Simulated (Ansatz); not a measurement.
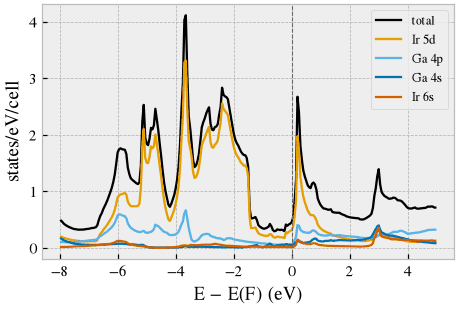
Fig. 1. Total and projected density of states of GaIr (CsCl type, space group No. 221), the program Ansatz at the PBEsol level (PAW)

Which orbitals carry the states next to the Fermi level?

Within 0.5 eV of the Fermi level: Ir 5d 68 %, Ga 4p 17 %, Ga 4s 8 %. Projections are on Löwdin-orthogonalised atomic valence shells; empty p or d shells of many metals are not among them.

Where is the tallest occupied peak in this window, and what makes it?

Near -3.6 eV, about 4.1 states/eV per cell; the largest projected share is Ir 5d.

Space group Pm-3m (CsCl type). The first step of the workflow began from a Materials Project structure, measured or hypothetical; the Crystallography Open Database files this formula in space group No. 221, but the cells were not matched. Its standing as an ambient phase is unchecked. Symmetry was held in the PBEsol relaxation; of distortions, only those at the zone centre were tested. The run is not spin-polarised. Spin–orbit coupling is left out wherever it is not named.

Potentials: the later of the program's two PAW sets.
